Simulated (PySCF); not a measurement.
## Electronic structure of RbH (charge +1, doublet) in real space

```csv
atom,x (Å),y (Å),z (Å)
Rb,0.0000,0.0000,-0.0415
H,0.0000,0.0000,3.4925
```

All numbers below come from PBE0/x2c-SVPall, spin-free X2C-1e, Gaussian nucleus, at a bond length of 3.534 Å in PySCF 2.14.0.

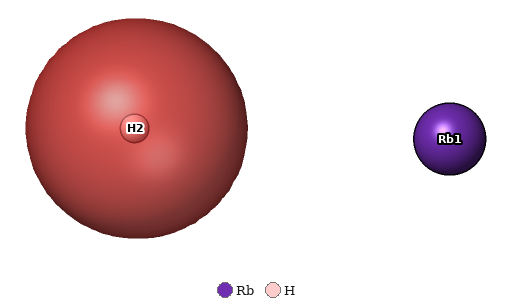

Figure 1. Isosurface of the spin density at +0.02 e/Å³ (red), seen from one side.

Question: Describe the spin distribution.

Answer: The unpaired spin (1 electron) lies mostly on H2 (about 0.9), in electrons by Hirshfeld's partition.

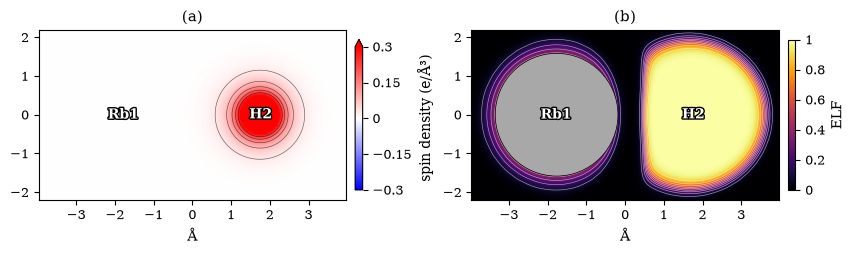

Figure 2. (a) spin density; (b) ELF on a plane that holds the molecular axis. Grey discs cover the atomic cores in the ELF map.

Question: Interpret the plot.

Answer: The plane passes through Rb and H nuclei. Rb–H (3.53 Å): the ELF climbs to about 1 towards the hydrogen.
